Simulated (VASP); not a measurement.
Band structure of TiO₂ (space group Imma). All values below come from r2SCAN meta-GGA, VASP's PBE PAW potentials (set 64) (plane waves; VASP 6.6.1).

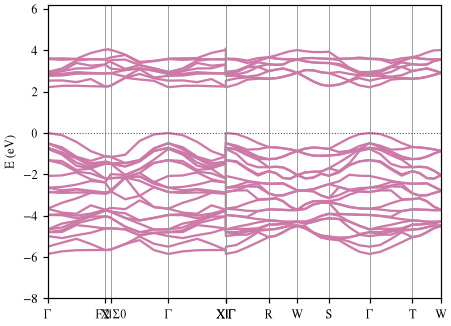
Bands along high-symmetry lines, zero at the valence-band maximum or, without a gap, the Fermi level

**Question.** Read the plot: is there a gap, and where are the band edges?

**Answer.** The gap is direct, 2.21 eV, from the valence maximum at Γ to the conduction minimum at Γ.

The structure comes from a computed database's TiO2 entry (Imma); how it stands against other phases isn't given here. It was relaxed first.
